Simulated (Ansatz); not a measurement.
Pulling on the Se1–H2 bond in H2OSe (SMILES O[SeH]) (multiplicity 1 held, fragments rigid). Energies count from the point at 1.482 Å.
Geometry at that point (charge 0, multiplicity 1):
| atom | x (Å) | y (Å) | z (Å) |
|---|---|---|---|
| Se | -0.2423 | -0.0634 | 0.2813 |
| H | -1.3282 | -0.3874 | -0.6732 |
| O | 1.0652 | 0.1787 | -0.9608 |
| H | 1.0461 | 1.1122 | -1.2051 |

Unrestricted levels (U-) break spin symmetry where that is lower. Active spaces are followed from a long bond inwards. Levels need not reach the same state.

Correlated levels freeze the cores. Filled d and f shells under p-block atoms count as core.

Run with Ansatz (Gaussian basis) for Hartree–Fock, density functionals and correlated methods. Each number belongs to the level named beside it.

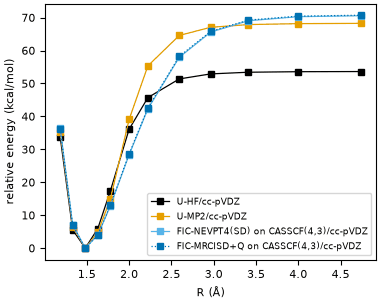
Figure: Relative energy along the coordinate

Doubts at one or more of the structures used: a spin-contaminated determinant (U-HF/cc-pVDZ, U-MP2/cc-pVDZ); active orbitals that take no part (FIC-NEVPT4(SD) on CASSCF(4,3)/cc-pVDZ, FIC-MRCISD+Q on CASSCF(4,3)/cc-pVDZ).

Ansatz is a quantum-chemistry and plane-wave program.
